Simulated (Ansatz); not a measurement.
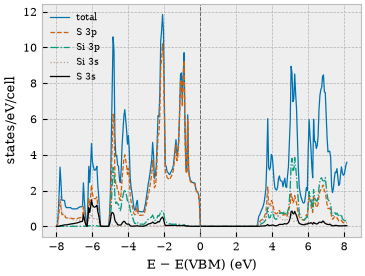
Fig. 1. Total and projected density of states of SiS2 in space group Ibam (No. 72; S on 8j, Si on 4a), DFT-r²SCAN+D4 in the program Ansatz with PAW potentials

### Question
Which orbitals carry the states next to the gap?

### Answer
Top 1 eV of the valence band: S 3p 97 %. Bottom 1 eV of the conduction band: S 3p 37 %, Si 3s 31 %, Si 3p 18 %, outside the projected shells 13 %. Projections are on Löwdin-orthogonalised atomic valence shells; empty p or d shells of many metals are not among them.

### Question
Where is the tallest occupied peak in this window, and what makes it?

### Answer
Near -2.1 eV, about 12 states/eV per cell; the largest projected share is S 3p.

The r²SCAN+D4 relaxation kept the symmetry of its start.

Potentials: the later of the program's two PAW sets.
